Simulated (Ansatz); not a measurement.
# What Sn2TeO (built on the sites of a database entry of SnO) distorts into, part 2 of 3

Wanted: the energy along a soft mode of Sn2TeO (built on the sites of a database entry of SnO) and the structure at the end.

Ansatz 0.2.0; DFT PBEsol, scalar-relativistic, plane waves, PAW.

So far, highest frequency on the path or at a solved wavevector (cm⁻¹): step 2 (response at finite wavevector) 208. Also lowest frequency on the path (cm⁻¹): step 2 -219.

The structure was built from a prototype and need not be the compound's stable phase.

### Step 4. The mode frozen in, largest atomic shift 0.6 Å

The atoms are moved along the unstable eigenvector, the largest shift by 0.6 Å, with the cell fixed.

input.yaml reads:

```yaml
crystal:
  lattice:
    - [0.0, 0.0, -4.4974265172]
    - [-4.6545958854, -4.6545958854, 0.0]
    - [-4.6545958854, 4.6545958854, 0.0]
  atoms:
    - { symbol: Sn, position: [0.6671245385, 0.2611677968, 0.2611677968] }
    - { symbol: Sn, position: [0.6671245385, 0.7388322032, 0.7388322032] }
    - { symbol: Sn, position: [0.3328754615, 0.2388322032, 0.7611677968] }
    - { symbol: Sn, position: [0.3328754615, 0.7611677968, 0.2388322032] }
    - { symbol: O, position: [-0.1334096283, 0.5, 0.5] }
    - { symbol: O, position: [0.1334096283, 1.0, 1.0] }
    - { symbol: Te, position: [0.0, 0.0, 0.5] }
    - { symbol: Te, position: [0.0, 0.5, 0.0] }
kpoints:
  mp_grid: { grid: [8, 6, 6] }
hamiltonian:
  xc: pbesol
scf:
  occupations: { method: methfessel_paxton, width: 0.2 }
output:
  forces: true
  stress: true
  eigenvalues: true
```

Run with:

```sh
> ansatz run input.yaml --threads 4 --pin off --max-ram 14336MiB --backend cpu --events-out ev --progress --plain --runs-dir out
```

Numbers of over 12 decimals in the logs are rounded to 6 here.

The log of the run:

```text
[...]
Crystal: 8 atoms, lattice volume = 194.876 Å³
Basis set: ecut = 420 eV, 3819 PW (Γ), exchange–correlation on 64×90×90 points (8 copies of the dense FFT grid, shifted against one another)
Bands: 60, of which v1, the nominal top of the filled ones, is band 50 counted from 1 (49 counted from 0)
Symmetry: 8 space group operations
[...]
k-points: 50 of 288 (time reversal used)
[...]
k-point 0: bands = [... 46 lower, 8.0408, 8.0408, 8.6238, 8.6820, 8.6820, 9.3205, 10.5122, 11.5318, ... 6 higher]
  k-point 1: bands = [... 46 lower, 7.9860, 8.0904, 8.1347, 8.6889, 9.0736, 9.9873, 10.7173, 11.3827, ... 6 higher]
  k-point 2: bands = [... 46 lower, 7.9568, 8.1216, 8.2998, 8.7076, 9.7895, 10.9038, 10.9155, 11.2227, ... 6 higher]
  k-point 49: bands = [... 46 lower, 8.0008, 8.0008, 8.2729, 8.2729, 10.2660, 10.2660, 10.6615, 10.6615, ... 6 higher]
[key lines of the parts left out:]
SCF converged after 8 iterations
Free energy (F): -38719.704073 eV
Fermi energy:    9.042296 eV
P = ⅓ Tr σ = 1.4953 GPa (14.953 kbar)
```

Run time: 15 s. Hardware: 4 threads of Arm Neoverse V1, shared host; peak memory 0.73 GiB; 61 s of CPU time.

This step gave:

| Quantity | Value |
| --- | --- |
| pressure | 1.495 GPa |
| energy from the undistorted cell | -119.9 meV/atom |

The energy, extrapolated to zero smearing, is -119.90 meV/atom against the undistorted cell.

The run ends at a pressure of 1.50 GPa, with forces up to 1.6 eV/Å.

### Step 5. Energy along the mode, all amplitudes (two of the runs are shown above)

An imaginary frequency means negative curvature, so the energy should fall and then rise again as anharmonic terms take over.

Numbers from this step:

* depth at the lowest point sampled: 119.9 meV/atom
* largest atomic shift at that point: 0.6 Å

Energy from the parent against largest atomic shift:

| largest atomic shift (Å) | energy from the parent (meV/atom) |
| --- | --- |
| 0.000 | 0 |
| 0.040 | -0.688 |
| 0.080 | -2.74 |
| 0.140 | -8.30 |
| 0.220 | -20.0 |
| 0.320 | -40.7 |
| 0.450 | -75.1 |
| 0.600 | -120 |

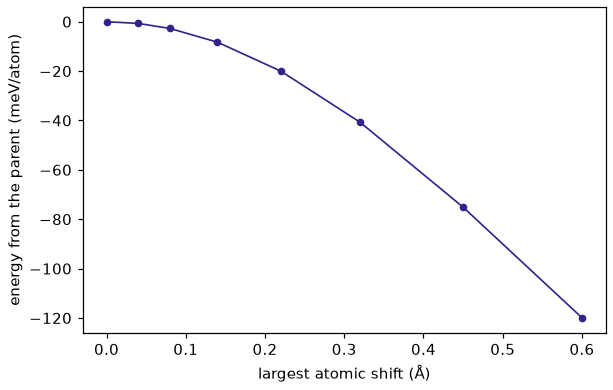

Energy from the parent against largest atomic shift.

Displacement at unit largest shift by atom:

| atom | x (Å) | y (Å) | z (Å) | size |
| --- | --- | --- | --- | --- |
| Sn1 | -0.17 | 0.00 | 0.00 | 0.17 |
| Sn2 | 0.17 | 0.00 | 0.00 | 0.17 |
| Sn3 | 0.00 | 0.17 | 0.00 | 0.17 |
| Sn4 | 0.00 | -0.17 | 0.00 | 0.17 |
| O5 | 0.00 | 0.00 | 1.00 | 1.00 |
| O6 | 0.00 | 0.00 | -1.00 | 1.00 |
| Te7 | 0.00 | 0.00 | 0.00 | 0.00 |
| Te8 | 0.00 | 0.00 | 0.00 | 0.00 |

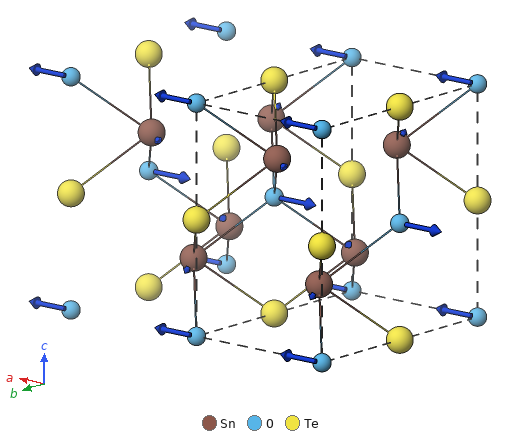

Displacement at unit largest shift as arrows, the longest 1 Å. Bonds to atoms that aren't drawn are left out. 2×1×1 cells are drawn. Some periodic images of atoms are drawn too.

The lowest of the steps tried is the last one, at 0.6 Å, 120 meV/atom below the parent; the bottom of the well need not coincide with a step.

### Step 6. Relaxation from the frozen mode

Starting from the lowest point found, all atoms and the cell are let go, so that strain and other modes of the same symmetry can join in.

Changes to input.yaml since step 4:

```diff
@@ -24 +24,6 @@
   eigenvalues: true
+relax:
+  adjacent_minimum: "off"
+  f_tol: 0.002
+  max_steps: 120
+  cell: { stress_tol: 0.03 }
```

The log of the run:

```text
[...]
Crystal: 8 atoms, lattice volume = 194.876 Å³
Basis set: ecut = 420 eV, 3819 PW (Γ), exchange–correlation on 64×90×90 points (8 copies of the dense FFT grid, shifted against one another)
Bands: 60, of which v1, the nominal top of the filled ones, is band 50 counted from 1 (49 counted from 0)
Symmetry: 8 space group operations
[...]
k-points: 50 of 288 (time reversal used)
[...]
SCF iter   1: F=—  HF=-38719.731691 eV  |F-HF|=—  |Δ(HF+E_count)|=         —  Δρ=8.16e-3  dr2=1.18e-1  ethr=1.77e-3  ⟨swp⟩=8.0  Hψ=12111  notcnv=0
[...]
SCF iter   8: F=-38719.704073 eV  HF=-38719.704073 eV  |F-HF|=1.31e-8  |Δ(HF+E_count)|=   5.83e-8  S|Δr|=    0.00e0  Δρ=4.38e-6  dr2=7.14e-8  ethr=1.00e-10  ⟨swp⟩=11.0  Hψ=14349  notcnv=0
SCF 1 converged in 8 iterations: F = -38719.704073 eV  dr2 = 7.14e-8
[...]
relax step   1: F+E_penalty+E_count = -38719.70407266 eV  Δ(F+E_penalty+E_count) = +0.000e0 eV  max|allowed force component| = 1.481e0 eV/Å  Δτ_max = 0.0000 Å  P = +1.495 GPa  Ω = 194.876 Å³  (8 SCF iters, dr2 threshold 1.00e-7 eV, accepted)
Crystal: 8 atoms, lattice volume = 200.829 Å³
Basis set: ecut = 420 eV, 3919 PW (Γ), exchange–correlation on 64×90×90 points (8 copies of the dense FFT grid, shifted against one another)
[...]
SCF iter   8: F=-38721.113405 eV  HF=-38721.113405 eV  |F-HF|=9.73e-9  |Δ(HF+E_count)|=   4.71e-7  S|Δr|=    0.00e0  Δρ=6.58e-6  dr2=1.98e-7  ethr=8.00e-10  ⟨swp⟩=7.9  Hψ=12794  notcnv=0
SCF 2 converged in 8 iterations: F = -38721.113405 eV  dr2 = 1.98e-7
[...]
relax step   2: F+E_penalty+E_count = -38721.11340478 eV  Δ(F+E_penalty+E_count) = -1.409e0 eV  max|allowed force component| = 1.746e0 eV/Å  Δτ_max = 0.1949 Å  P = -0.710 GPa  Ω = 200.829 Å³  energy of the carried Pulay correction = -6.261e-3 eV  (8 SCF iters, dr2 threshold 8.00e-7 eV, accepted)
Crystal: 8 atoms, lattice volume = 205.950 Å³
Basis set: ecut = 420 eV, 3991 PW (Γ), exchange–correlation on 64×90×90 points (8 copies of the dense FFT grid, shifted against one another)
[...]
SCF iter   7: F=-38722.356865 eV  HF=-38722.356865 eV  |F-HF|=1.90e-8  |Δ(HF+E_count)|=   2.39e-6  S|Δr|=    0.00e0  Δρ=8.11e-6  dr2=1.74e-7  ethr=8.00e-10  ⟨swp⟩=9.6  Hψ=14099  notcnv=0
SCF 3 converged in 7 iterations: F = -38722.356865 eV  dr2 = 1.74e-7
relax step   3: F+E_penalty+E_count = -38722.35686499 eV  Δ(F+E_penalty+E_count) = -1.243e0 eV  max|allowed force component| = 1.111e0 eV/Å  Δτ_max = 0.1932 Å  P = -0.499 GPa  Ω = 205.950 Å³  energy of the carried Pulay correction = -1.150e-2 eV  (7 SCF iters, dr2 threshold 8.00e-7 eV, accepted)
[... from here on, the SCF cycles and remarks between the steps are left out ...]
relax step   4: F+E_penalty+E_count = -38722.61822961 eV  Δ(F+E_penalty+E_count) = -2.614e-1 eV  max|allowed force component| = 6.757e-1 eV/Å  Δτ_max = 0.0973 Å  P = -1.622 GPa  Ω = 220.695 Å³  energy of the carried Pulay correction = -2.586e-2 eV  (7 SCF iters, dr2 threshold 8.00e-7 eV, accepted)
relax step   5: F+E_penalty+E_count = -38722.37327293 eV  Δ(F+E_penalty+E_count) = +2.450e-1 eV  max|allowed force component| = 1.776e0 eV/Å  Δτ_max = 0.1340 Å  P = +5.058 GPa  Ω = 210.925 Å³  energy of the carried Pulay correction = -1.646e-2 eV  (8 SCF iters, dr2 threshold 8.00e-7 eV, rejected (line search))
relax step   6: F+E_penalty+E_count = -38722.71400819 eV  Δ(F+E_penalty+E_count) = -9.578e-2 eV  max|allowed force component| = 2.186e-1 eV/Å  Δτ_max = 0.0660 Å  P = -0.257 GPa  Ω = 218.944 Å³  energy of the carried Pulay correction = -2.421e-2 eV  (11 SCF iters, accepted)
relax step   7: F+E_penalty+E_count = -38722.74585007 eV  Δ(F+E_penalty+E_count) = -3.184e-2 eV  max|allowed force component| = 1.260e-1 eV/Å  Δτ_max = 0.1000 Å  P = -0.165 GPa  Ω = 218.581 Å³  energy of the carried Pulay correction = -2.386e-2 eV  (7 SCF iters, dr2 threshold 8.00e-7 eV, accepted)
relax step   8: F+E_penalty+E_count = -38722.77989941 eV  Δ(F+E_penalty+E_count) = -3.405e-2 eV  max|allowed force component| = 8.701e-2 eV/Å  Δτ_max = 0.1469 Å  P = -0.040 GPa  Ω = 217.468 Å³  energy of the carried Pulay correction = -2.280e-2 eV  (7 SCF iters, dr2 threshold 8.00e-7 eV, accepted)
relax step   9: F+E_penalty+E_count = -38722.81401274 eV  Δ(F+E_penalty+E_count) = -3.411e-2 eV  max|allowed force component| = 1.235e-1 eV/Å  Δτ_max = 0.1941 Å  P = -0.197 GPa  Ω = 216.630 Å³  energy of the carried Pulay correction = -2.200e-2 eV  (8 SCF iters, dr2 threshold 4.73e-7 eV, accepted)
relax step  10: F+E_penalty+E_count = -38722.85162578 eV  Δ(F+E_penalty+E_count) = -3.761e-2 eV  max|allowed force component| = 1.441e-1 eV/Å  Δτ_max = 0.1936 Å  P = -0.247 GPa  Ω = 215.261 Å³  energy of the carried Pulay correction = -2.069e-2 eV  (7 SCF iters, dr2 threshold 8.00e-7 eV, accepted)
relax step  11: F+E_penalty+E_count = -38722.89974683 eV  Δ(F+E_penalty+E_count) = -4.812e-2 eV  max|allowed force component| = 1.845e-1 eV/Å  Δτ_max = 0.1933 Å  P = -0.512 GPa  Ω = 213.474 Å³  energy of the carried Pulay correction = -1.895e-2 eV  (7 SCF iters, dr2 threshold 8.00e-7 eV, accepted)
relax step  12: F+E_penalty+E_count = -38722.95433290 eV  Δ(F+E_penalty+E_count) = -5.459e-2 eV  max|allowed force component| = 1.940e-1 eV/Å  Δτ_max = 0.1952 Å  P = -0.472 GPa  Ω = 210.412 Å³  energy of the carried Pulay correction = -1.595e-2 eV  (6 SCF iters, dr2 threshold 8.00e-7 eV, accepted)
relax step  13: F+E_penalty+E_count = -38723.00393426 eV  Δ(F+E_penalty+E_count) = -4.960e-2 eV  max|allowed force component| = 8.196e-2 eV/Å  Δτ_max = 0.1945 Å  P = +0.457 GPa  Ω = 207.608 Å³  energy of the carried Pulay correction = -1.317e-2 eV  (7 SCF iters, dr2 threshold 8.00e-7 eV, accepted)
relax step  14: F+E_penalty+E_count = -38723.00454959 eV  Δ(F+E_penalty+E_count) = -6.153e-4 eV  max|allowed force component| = 2.359e-1 eV/Å  Δτ_max = 0.1944 Å  P = -0.876 GPa  Ω = 210.906 Å³  energy of the carried Pulay correction = -1.644e-2 eV  (7 SCF iters, dr2 threshold 7.61e-7 eV, accepted)
relax step  15: F+E_penalty+E_count = -38723.02198959 eV  Δ(F+E_penalty+E_count) = -1.744e-2 eV  max|allowed force component| = 6.375e-3 eV/Å  Δτ_max = 0.0335 Å  P = +0.075 GPa  Ω = 209.136 Å³  energy of the carried Pulay correction = -1.469e-2 eV  (6 SCF iters, dr2 threshold 8.00e-7 eV, accepted)
relax step  16: F+E_penalty+E_count = -38723.02190725 eV  Δ(F+E_penalty+E_count) = +8.234e-5 eV  max|allowed force component| = 9.021e-4 eV/Å  Δτ_max = 0.0052 Å  P = +0.007 GPa  Ω = 209.379 Å³  energy of the carried Pulay correction = -1.493e-2 eV  (6 SCF iters, dr2 threshold 2.83e-8 eV, accepted)
relax step  17: F+E_penalty+E_count = -38723.05621475 eV  Δ(F+E_penalty+E_count) = -3.431e-2 eV  max|allowed force component| = 2.968e-3 eV/Å  Δτ_max = 0.0000 Å  P = +0.201 GPa  Ω = 209.379 Å³  stress off target by 2.98e-1 GPa  SCF on the basis re-selected at this cell (its energy is not comparable with the rows above)  (8 SCF iters)
relax step  18: F+E_penalty+E_count = -38723.05674954 eV  Δ(F+E_penalty+E_count) = -5.348e-4 eV  max|allowed force component| = 2.311e-3 eV/Å  Δτ_max = 0.0068 Å  P = +0.023 GPa  Ω = 210.279 Å³  energy of the carried Pulay correction = -8.765e-4 eV  (5 SCF iters, dr2 threshold 2.22e-7 eV, accepted)
relax step  19: F+E_penalty+E_count = -38723.05667060 eV  Δ(F+E_penalty+E_count) = +7.894e-5 eV  max|allowed force component| = 1.095e-4 eV/Å  Δτ_max = 0.0018 Å  P = +0.001 GPa  Ω = 210.419 Å³  energy of the carried Pulay correction = -1.008e-3 eV  (6 SCF iters, dr2 threshold 3.97e-9 eV, accepted)
[...]
SCF iter   6: F=-38723.057698 eV  HF=-38723.057698 eV  |F-HF|=0.00e0  |Δ(HF+E_count)|=  1.53e-10  S|Δr|=    0.00e0  Δρ=9.28e-8  dr2=1.10e-11  ethr=1.00e-12  ⟨swp⟩=7.2  Hψ=17653  notcnv=0
SCF 20 converged in 6 iterations: F = -38723.057698 eV  dr2 = 1.10e-11
relax step  20: F+E_penalty+E_count = -38723.05769774 eV  Δ(F+E_penalty+E_count) = -1.027e-3 eV  max|allowed force component| = 2.133e-4 eV/Å  Δτ_max = 0.0000 Å  P = +0.001 GPa  Ω = 210.419 Å³  stress off target by 7.02e-3 GPa  SCF on the basis re-selected at this cell (its energy is not comparable with the rows above)  (6 SCF iters)
[...]
SCF converged after 6 iterations
[...]
Free energy (F): -38723.057698 eV
[...]
Internal energy: -38723.058670 eV  (E = F + TS)
E sigma→0 (E₀):  -38723.057941 eV
Entropy (-TS):   0.000973 eV (0.122 meV/atom)
Fermi energy:    8.509313 eV
[...]
--- Forces (eV/Å), atoms counted from 1 ---
  atom   1  Sn     0.00021333     0.00000000     0.00011174
  atom   2  Sn    -0.00021333    -0.00000000     0.00011174
  atom   3  Sn     0.00000000    -0.00021333    -0.00011174
  atom   4  Sn    -0.00000000     0.00021333    -0.00011174
  atom   5  O     -0.00000000     0.00000000     0.00005339
  atom   6  O     -0.00000000     0.00000000    -0.00005339
  atom   7  Te     0.00000000    -0.00000000    -0.00000000
  atom   8  Te     0.00000000    -0.00000000    -0.00000000
  max |Σ_I F_I| component: 6.93e-18 eV/Å
--- Stress (GPa, compression-positive) ---
        0.004935      -0.000000      -0.000000
       -0.000000       0.004935       0.000000
       -0.000000       0.000000      -0.007021
  P = ⅓ Tr σ = 0.0009 GPa (0.009 kbar)
--- Band table (eV; the first three rows and the last of 50) ---
  k-point 0: bands = [... 46 lower, 6.6120, 6.9710, 7.8812, 8.6634, 9.2716, 9.2716, 9.9009, 9.9009, ... 6 higher]
  k-point 1: bands = [... 46 lower, 6.5957, 6.8662, 7.7447, 8.9649, 8.9879, 9.5266, 9.9898, 10.1296, ... 6 higher]
  k-point 2: bands = [... 46 lower, 6.5660, 6.6797, 7.3975, 8.2344, 9.7535, 10.0859, 10.2425, 10.6433, ... 6 higher]
  k-point 49: bands = [... 46 lower, 6.5700, 6.5700, 7.6963, 7.6963, 8.2962, 8.2962, 8.3037, 8.3037, ... 6 higher]
--- Relaxed structure (18 steps of the walk, 17 accepted, 2 SCFs on fresh bases) ---
  F+E_penalty+E_count = -38723.05769774 eV   max|allowed force component| = 2.133e-4 eV/Å   (the final SCF, on the basis selected at the relaxed cell)
  cell:  # Å, volume = 210.4186 Å³
    - [0, 0.0, -4.249304]
    - [-4.975861, -4.975861, 0]
    - [-4.975861, 4.975861, 0]
  atoms:
    - { symbol: Sn, position: [0.500068, 0.296189, 0.296189] }
    - { symbol: Sn, position: [0.500068, 0.703811, 0.703811] }
    - { symbol: Sn, position: [0.499932, 0.203811, 0.796189] }
    - { symbol: Sn, position: [0.499932, 0.796189, 0.203811] }
    - { symbol: O, position: [-0.499927, 0.500000, 0.500000] }
    - { symbol: O, position: [0.499927, 1.000000, 1.000000] }
    - { symbol: Te, position: [-3.7366110617384426e-19, 0, 0.500000] }
    - { symbol: Te, position: [-3.7366110617384426e-19, 0.500000, 0] }
```

Run time: 6.3 min. Hardware: 4 threads; peak memory 0.77 GiB.

Relaxation path:

| step | energy less that of the first step (eV) | largest force component (eV/Å) | pressure (GPa) | volume (Å³) |
| --- | --- | --- | --- | --- |
| 1 | 0.0000 | 1.4806 | 1.50 | 194.88 |
| 2 | -1.4093 | 1.7462 | -0.71 | 200.83 |
| 3 | -2.6528 | 1.1112 | -0.50 | 205.95 |
| 4 | -2.9142 | 0.6757 | -1.62 | 220.69 |
| 5 | -2.6692 | 1.7759 | 5.06 | 210.93 |
| 6 | -3.0099 | 0.2186 | -0.26 | 218.94 |
| 7 | -3.0418 | 0.1260 | -0.17 | 218.58 |
| 8 | -3.0758 | 0.0870 | -0.04 | 217.47 |
| 9 | -3.1099 | 0.1235 | -0.20 | 216.63 |
| 10 | -3.1476 | 0.1441 | -0.25 | 215.26 |
| 11 | -3.1957 | 0.1845 | -0.51 | 213.47 |
| 12 | -3.2503 | 0.1940 | -0.47 | 210.41 |
| 13 | -3.2999 | 0.0820 | 0.46 | 207.61 |
| 14 | -3.3005 | 0.2359 | -0.88 | 210.91 |
| 15 | -3.3179 | 0.0064 | 0.08 | 209.14 |
| 16 | -3.3178 | 0.0009 | 0.01 | 209.38 |
| 17* | -3.3521 | 0.0030 | 0.20 | 209.38 |
| 18 | -3.3527 | 0.0023 | 0.02 | 210.28 |
| 19 | -3.3526 | 0.0001 | 0.00 | 210.42 |
| 20* | -3.3536 | 0.0002 | 0.00 | 210.42 |

Relaxation steps marked * repeat the geometry before them on a plane-wave basis chosen anew for their cell, so energy and pressure can jump there. Relaxation step 5 was tried and not accepted.

Forces are held to the 8 operations that the run works with; a distortion that breaks them can't arise in this run.

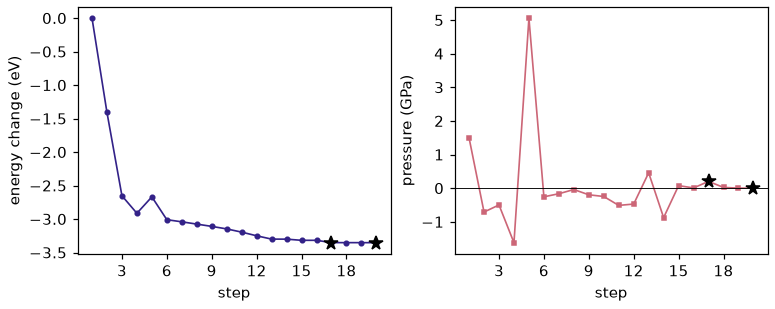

Energy and pressure along the relaxation. Stars mark steps on a basis chosen anew.

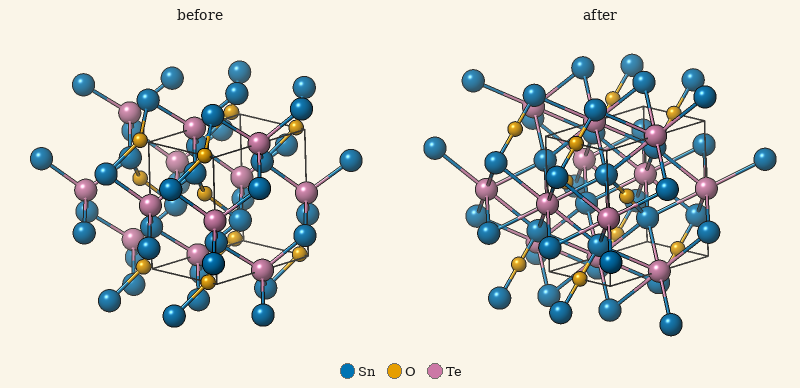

Before and after, at one scale.

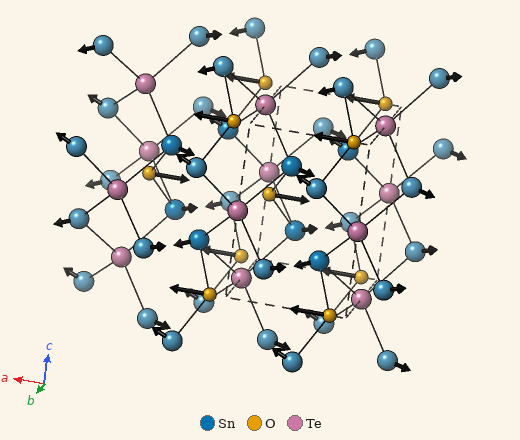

Displacements in the relaxation, scaled, measured against the changing cell; the longest in the cell stands for 1.56 Å. 2×1×1 cells are drawn. Some periodic images of atoms are drawn too.

| cell as run | before | after | change |
| --- | --- | --- | --- |
| a (Å) | 4.497 | 4.249 | -5.5 % |
| b (Å) | 6.583 | 7.037 | +6.9 % |
| c (Å) | 6.583 | 7.037 | +6.9 % |
| volume (Å³/atom) | 24.36 | 26.30 | +8.0 % |

The atoms that moved most (Å, as changes of fractional coordinates times the final cell):

| atom | dx | dy | dz | length |
| --- | --- | --- | --- | --- |
| O5 | 0.000 | 0.000 | 1.557 | 1.557 |
| O6 | 0.000 | 0.000 | -1.557 | 1.557 |
| Sn2 | 0.349 | 0.000 | 0.710 | 0.791 |
| Sn3 | 0.000 | 0.349 | -0.710 | 0.791 |
| Sn4 | 0.000 | -0.349 | -0.710 | 0.791 |
| Sn1 | -0.349 | 0.000 | 0.710 | 0.791 |

This step gave:

| Property | Result |
| --- | --- |
| pressure | 9.50e-4 GPa |
| volume per atom | 26.30 Å³ |

The distorted start has space group P-42_1m; the relaxation ends in P4/mbm.

### Step 7. The new phase in its own primitive cell

The relaxed structure is symmetrised, reduced to its primitive cell and relaxed tightly, as its phonons need.

input.yaml reads:

```yaml
crystal:
  lattice:
    - [7.0369296902, 0.0, 0.0]
    - [0.0, 7.0369296902, 0.0]
    - [0.0, 0.0, 4.2493039298]
  atoms:
    - { symbol: Sn, position: [0.7038112086, 0.2038112086, 0.5] }
    - { symbol: Sn, position: [0.2961887914, 0.7961887914, 0.5] }
    - { symbol: Sn, position: [0.2038112086, 0.2961887914, 0.5] }
    - { symbol: Sn, position: [0.7961887914, 0.7038112086, 0.5] }
    - { symbol: O, position: [0.5, 0.0, 0.5] }
    - { symbol: O, position: [0.0, 0.5, 0.5] }
    - { symbol: Te, position: [0.5, 0.5, 0.0] }
    - { symbol: Te, position: [0.0, 0.0, 0.0] }
kpoints:
  mp_grid: { grid: [6, 6, 8] }
hamiltonian:
  xc: pbesol
scf:
  occupations: { method: methfessel_paxton, width: 0.2 }
output:
  forces: true
  stress: true
  eigenvalues: true
relax:
  adjacent_minimum: "off"
  f_tol: 0.001
  max_steps: 60
  cell: { stress_tol: 0.01 }
```

The log of the run:

```text
[...]
Crystal: 8 atoms, lattice volume = 210.419 Å³
Basis set: ecut = 420 eV, 4083 PW (Γ), exchange–correlation on 96×96×60 points (8 copies of the dense FFT grid, shifted against one another)
Bands: 60, of which v1, the nominal top of the filled ones, is band 50 counted from 1 (49 counted from 0)
Symmetry: 16 space group operations
[...]
k-points: 50 of 288
[...]
- [0.0, 7.0369296902, 0.0]
    - [0.0, 0.0, 4.2493039298]
  atoms:
    - { symbol: Sn, position: [0.703811, 0.2038112086, 0.5] }
    - { symbol: Sn, position: [0.2961887914, 0.7961887914, 0.5] }
    - { symbol: Sn, position: [0.2038112086, 0.2961887914, 0.5] }
    - { symbol: Sn, position: [0.7961887914, 0.703811, 0.5] }
    - { symbol: O, position: [0.5, 0.0, 0.5] }
    - { symbol: O, position: [0.0, 0.5, 0.5] }
    - { symbol: Te, position: [0.5, 0.5, 0.0] }
    - { symbol: Te, position: [0.0, 0.0, 0.0] }
[key lines of the parts left out:]
SCF converged after 6 iterations
Free energy (F): -38723.057698 eV
Fermi energy:    8.509312 eV
P = ⅓ Tr σ = 0.0010 GPa (0.010 kbar)
```

Run time: 25 s. Hardware: 4 threads; peak memory 0.84 GiB.

Little changed from the start: no atom moved by 0.005 Å and no cell edge by 0.1 %.

This step gave:

| Item | Value |
| --- | --- |
| pressure | 9.53e-4 GPa |

The largest force component left is 0.15 meV/Å and the pressure is 0.001 GPa, within the tolerances set. The cell now holds 26.30 Å³/atom.

[end of part 2 of 3]

[Logs are printed without paths, hosts, clocks, repeated set-up lines and the standing remarks that a program may print on its own settings, such as how far it seeks lower states.]

[Hosts, paths, dates, database ids (printed as entryN), source tags and the programs' standing remarks are cut or masked in the printed files.]
